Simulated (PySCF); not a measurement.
**Geometry relaxation, with input and output: C$_{2}$H$_{7}$ClGeO**

The run: geometry relaxation of C$_{2}$H$_{7}$ClGeO, SMILES C[O][GeH2][CH2]Cl. Method and program: PBE0-D3(BJ)/def2-SVP geometry optimisation, gas phase (PySCF 2.14.0).

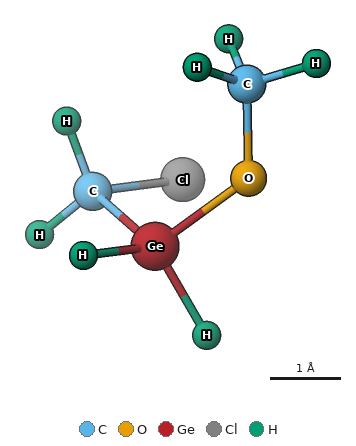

Fig. 1: The input geometry (ball-and-stick view, seen at a tilt). Sticks mark near contacts. Bond lengths as drawn: C–Cl 1.77 Å, C–Ge 2.04 Å, C–H 1.06 to 1.10 Å, C–O 1.38 Å, Ge–H 1.49 to 1.50 Å and Ge–O 1.73 Å.

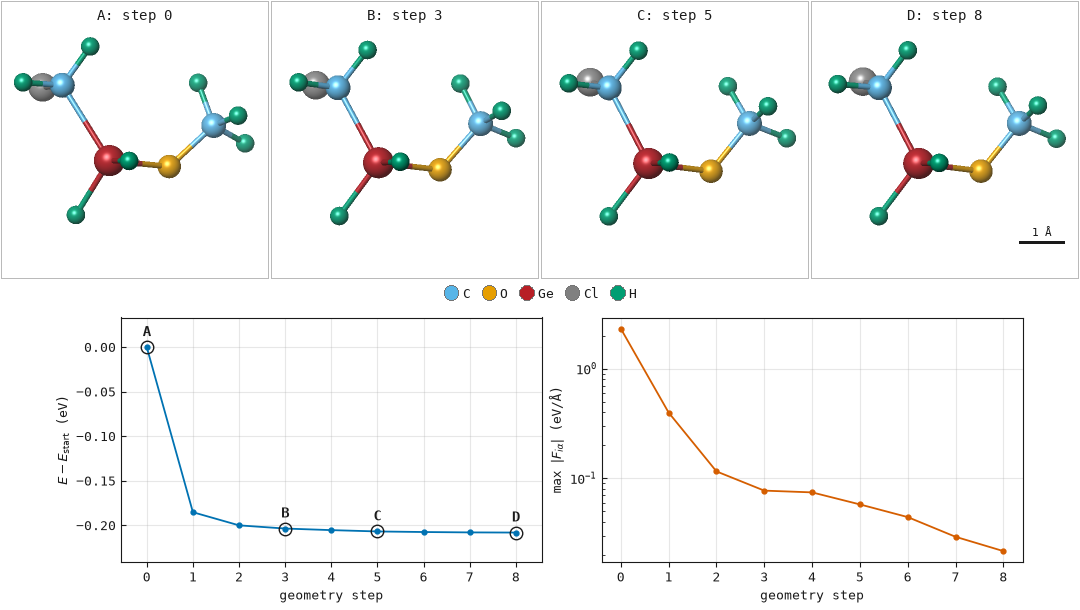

Fig. 2: Frames of the relaxation (ball-and-stick view, seen at a tilt) above the curves, on which the letters mark them (steps are counted from 0).

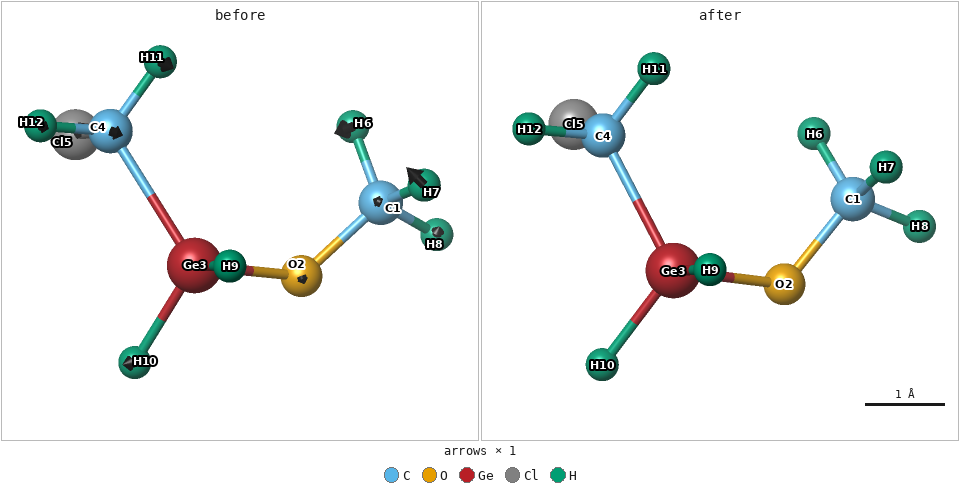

Fig. 3: Before (left) and after (right) the relaxation, at one scale (ball-and-stick view, seen at a tilt). The black arrows give the displacements, at true length. The energy falls by 0.208 eV in 8 geometry steps. The largest force component goes from 2.3 to 0.022 eV/Å. The largest move after the best rigid fit is that of H7, 0.32 Å. By element the largest moves are H 0.32 Å, Cl 0.28 Å, C 0.17 Å, O 0.11 Å, Ge 0.07 Å. Distances before and after: Ge3–C4 2.038 → 1.966 Å, Ge3–H9 1.491 → 1.547 Å, O2–Ge3 1.734 → 1.778 Å, C4–H12 1.058 → 1.100 Å. Among the angles that change: C1–O2–Ge3 126.8° → 120.4°, O2–Ge3–H10 99.1° → 105.1°, Ge3–C4–Cl5 105.8° → 110.6°. (Atoms are counted from 1 in the order of the input.)

The input that produced these results follows, with the program's output.

Input file
```
{"job": {"xc": "PBE0", "basis": "def2-SVP", "d3": "d3bj", "grid": 1, "shake": 0.01, "kind": "geom"}, "charge": 0, "multiplicity": 1}
C     -1.863260     0.474880     0.013080
O     -1.146630    -0.681070     0.248600
Ge     0.435220    -1.061990    -0.351950
C      1.792130     0.375640     0.143820
Cl     1.708870     0.530180     1.905280
H     -1.385060     1.386080     0.414250
H     -2.047610     0.653590    -1.058720
H     -2.829170     0.383960     0.505300
H      0.420890    -1.216920    -1.835030
H      0.673520    -2.341140     0.400650
H      1.494860     1.339060    -0.271010
H      2.785930     0.129460    -0.123310
```

The first line tells a small driver script what to run in PySCF; the rest is the geometry in Å.

Launch command:
```bash
OMP_NUM_THREADS=1 python <driver script> task.json out
```

Output
```
step   0  E = -2691.73444556  max force = 0.044979
step   1  E = -2691.74125292  max force = 0.007726
step   2  E = -2691.74179480  max force = 0.002247
step   3  E = -2691.74192636  max force = 0.001502
step   4  E = -2691.74199126  max force = 0.001446
step   5  E = -2691.74204612  max force = 0.001125
step   6  E = -2691.74206967  max force = 0.000862
step   7  E = -2691.74208558  max force = 0.000570
step   8  E = -2691.74209182  max force = 0.000422
optimisation converged
```

Trajectory as extended XYZ (Å, eV, eV/Å), 9 frames, from step=0 to step=8
```
12
Properties=species:S:1:pos:R:3:forces:R:3 step=0 energy=-73245.82506
C    -1.8633    0.4749    0.0131    0.0696   0.4377  -0.2324
O    -1.1466   -0.6811    0.2486   -0.7187   0.0365   0.5027
Ge    0.4352   -1.0620   -0.3519    1.4834   0.6614   0.5110
C     1.7921    0.3756    0.1438   -2.3129  -0.5887   0.2972
Cl    1.7089    0.5302    1.9053    0.0877   0.1287   0.5721
H    -1.3851    1.3861    0.4143    0.1566   0.0150   0.0994
H    -2.0476    0.6536   -1.0587   -0.0659   0.0140  -0.2101
H    -2.8292    0.3840    0.5053   -0.4647  -0.0117   0.1775
H     0.4209   -1.2169   -1.8350   -0.0539  -0.0916  -1.0652
H     0.6735   -2.3411    0.4007    0.3753  -0.4599   0.1783
H     1.4949    1.3391   -0.2710    0.0604   0.2097  -0.2933
H     2.7859    0.1295   -0.1233    1.3832  -0.3512  -0.5372
12
Properties=species:S:1:pos:R:3:forces:R:3 step=1 energy=-73246.01030
C    -1.8187    0.4937    0.0042   -0.0164  -0.0419   0.0364
O    -1.1757   -0.7124    0.2859    0.3973  -0.2158  -0.2153
Ge    0.4627   -1.1011   -0.3416   -0.3764   0.2490   0.2160
C     1.6711    0.3743    0.1732    0.0293  -0.2015   0.1050
Cl    1.6453    0.5680    1.9523    0.0006  -0.0030  -0.0316
H    -1.2825    1.3690    0.4142    0.0472   0.0463   0.0370
H    -1.9683    0.6631   -1.0791   -0.0084   0.0034  -0.0533
H    -2.8146    0.4693    0.4778    0.0249   0.0239  -0.0359
H     0.4430   -1.2430   -1.8895   -0.0341   0.0270   0.1386
H     0.8234   -2.3997    0.3903    0.0307   0.0415  -0.0717
H     1.3442    1.3292   -0.2607    0.0720  -0.0299  -0.1082
H     2.7111    0.1632   -0.1318   -0.1666   0.1009  -0.0169
12
Properties=species:S:1:pos:R:3:forces:R:3 step=2 energy=-73246.02505
C    -1.7991    0.4879    0.0051    0.0174   0.0566   0.0105
O    -1.1779   -0.7310    0.2808    0.0410  -0.0974  -0.0451
Ge    0.4533   -1.1007   -0.3285   -0.1156   0.0460   0.0797
C     1.6500    0.3729    0.1745    0.0030  -0.0367   0.1017
Cl    1.6335    0.5825    1.9508    0.0048   0.0159  -0.0409
H    -1.2570    1.3481    0.4444   -0.0041  -0.0061   0.0041
H    -1.9182    0.6778   -1.0803    0.0025  -0.0026  -0.0065
H    -2.8069    0.4749    0.4508    0.0035   0.0000  -0.0101
H     0.4264   -1.2301   -1.8690   -0.0112   0.0057  -0.0109
H     0.8323   -2.3998    0.3850    0.0356  -0.0162  -0.0236
H     1.3206    1.3186   -0.2770    0.0313   0.0085  -0.0473
H     2.6839    0.1727   -0.1414   -0.0083   0.0263  -0.0115
12
Properties=species:S:1:pos:R:3:forces:R:3 step=3 energy=-73246.02862
C    -1.7884    0.4852    0.0099    0.0115   0.0631  -0.0014
O    -1.1887   -0.7488    0.2710   -0.0772  -0.0283   0.0362
Ge    0.4448   -1.1064   -0.3213    0.0620   0.0000  -0.0067
C     1.6385    0.3739    0.1741   -0.0370   0.0116   0.0337
Cl    1.6214    0.6136    1.9444   -0.0012   0.0123  -0.0192
H    -1.2489    1.3265    0.4877   -0.0067  -0.0177  -0.0018
H    -1.8725    0.7037   -1.0738    0.0035  -0.0017   0.0075
H    -2.8091    0.4742    0.4240   -0.0059  -0.0099  -0.0020
H     0.4202   -1.2289   -1.8620    0.0012  -0.0001  -0.0250
H     0.8392   -2.4075    0.3810    0.0165  -0.0080  -0.0080
H     1.3128    1.3117   -0.2978    0.0027   0.0014  -0.0139
H     2.6718    0.1765   -0.1421    0.0307  -0.0227   0.0005
12
Properties=species:S:1:pos:R:3:forces:R:3 step=4 energy=-73246.03039
C    -1.7798    0.4848    0.0189    0.0060   0.0346   0.0032
O    -1.1985   -0.7636    0.2591   -0.0689  -0.0015   0.0433
Ge    0.4415   -1.1125   -0.3204    0.0744  -0.0269  -0.0464
C     1.6272    0.3748    0.1693   -0.0218   0.0450  -0.0170
Cl    1.5951    0.6494    1.9326   -0.0033   0.0084   0.0022
H    -1.2463    1.3041    0.5388   -0.0036  -0.0105  -0.0019
H    -1.8298    0.7369   -1.0596    0.0009   0.0003   0.0075
H    -2.8124    0.4704    0.4020   -0.0064  -0.0090  -0.0018
H     0.4264   -1.2346   -1.8622    0.0010  -0.0020  -0.0093
H     0.8469   -2.4122    0.3791    0.0013  -0.0036   0.0003
H     1.3076    1.3033   -0.3258   -0.0034  -0.0039   0.0034
H     2.6632    0.1729   -0.1367    0.0238  -0.0308   0.0166
12
Properties=species:S:1:pos:R:3:forces:R:3 step=5 energy=-73246.03188
C    -1.7687    0.4839    0.0350   -0.0057  -0.0074   0.0108
O    -1.2090   -0.7823    0.2401   -0.0103   0.0213   0.0178
Ge    0.4403   -1.1213   -0.3260    0.0353  -0.0236  -0.0411
C     1.6130    0.3787    0.1589   -0.0014   0.0364  -0.0578
Cl    1.5459    0.7033    1.9114   -0.0060   0.0016   0.0209
H    -1.2464    1.2703    0.6127    0.0001  -0.0011  -0.0032
H    -1.7749    0.7853   -1.0317   -0.0014   0.0018   0.0030
H    -2.8157    0.4624    0.3767   -0.0033  -0.0032  -0.0017
H     0.4408   -1.2487   -1.8683   -0.0032  -0.0011   0.0071
H     0.8542   -2.4169    0.3770   -0.0048   0.0010   0.0054
H     1.3065    1.2932   -0.3697   -0.0034  -0.0061   0.0107
H     2.6550    0.1658   -0.1209    0.0041  -0.0195   0.0281
12
Properties=species:S:1:pos:R:3:forces:R:3 step=6 energy=-73246.03252
C    -1.7662    0.4826    0.0424   -0.0076  -0.0213   0.0077
O    -1.2092   -0.7875    0.2321    0.0204   0.0206  -0.0036
Ge    0.4430   -1.1236   -0.3322   -0.0054  -0.0111  -0.0112
C     1.6094    0.3817    0.1532    0.0083   0.0142  -0.0443
Cl    1.5185    0.7245    1.9015   -0.0064  -0.0007   0.0183
H    -1.2489    1.2585    0.6379    0.0021   0.0021  -0.0010
H    -1.7621    0.8019   -1.0191   -0.0016   0.0008  -0.0010
H    -2.8168    0.4554    0.3728   -0.0001  -0.0005  -0.0001
H     0.4492   -1.2566   -1.8738   -0.0060   0.0009   0.0081
H     0.8573   -2.4162    0.3766   -0.0009   0.0025   0.0018
H     1.3115    1.2910   -0.3886    0.0023  -0.0031   0.0048
H     2.6553    0.1620   -0.1076   -0.0050  -0.0043   0.0206
12
Properties=species:S:1:pos:R:3:forces:R:3 step=7 energy=-73246.03296
C    -1.7676    0.4801    0.0460   -0.0038  -0.0180   0.0010
O    -1.2048   -0.7884    0.2284    0.0288   0.0075  -0.0152
Ge    0.4473   -1.1229   -0.3385   -0.0293   0.0045   0.0184
C     1.6104    0.3849    0.1495    0.0074  -0.0088  -0.0100
Cl    1.4967    0.7349    1.8963   -0.0057  -0.0007   0.0059
H    -1.2519    1.2551    0.6439    0.0013   0.0026   0.0008
H    -1.7675    0.8049   -1.0137   -0.0011  -0.0013  -0.0029
H    -2.8174    0.4464    0.3784    0.0022   0.0016   0.0016
H     0.4543   -1.2610   -1.8792   -0.0060   0.0032   0.0026
H     0.8609   -2.4128    0.3756    0.0052   0.0012  -0.0037
H     1.3212    1.2925   -0.3990    0.0071   0.0012  -0.0040
H     2.6595    0.1599   -0.0926   -0.0060   0.0070   0.0055
12
Properties=species:S:1:pos:R:3:forces:R:3 step=8 energy=-73246.03313
C    -1.7699    0.4771    0.0461   -0.0005  -0.0067  -0.0040
O    -1.2007   -0.7880    0.2284    0.0156  -0.0026  -0.0090
Ge    0.4501   -1.1208   -0.3411   -0.0217   0.0073   0.0202
C     1.6126    0.3870    0.1493    0.0015  -0.0114   0.0097
Cl    1.4860    0.7377    1.8958   -0.0034   0.0009  -0.0024
H    -1.2535    1.2563    0.6382    0.0000   0.0015   0.0006
H    -1.7783    0.7988   -1.0146   -0.0008  -0.0021  -0.0019
H    -2.8173    0.4402    0.3856    0.0016   0.0011   0.0022
H     0.4547   -1.2594   -1.8815   -0.0036   0.0037  -0.0016
H     0.8651   -2.4100    0.3735    0.0062  -0.0005  -0.0055
H     1.3289    1.2949   -0.4014    0.0065   0.0022  -0.0067
H     2.6632    0.1601   -0.0832   -0.0015   0.0067  -0.0016
```

Summary

- outcome: converged
- total energy: −2691.742092 hartree
- dipole moment: 2.36 D
- point group: C1
- hardware: 1 CPU thread, shared host
- wall time: 1.8 min
- peak memory: 0.54 GiB
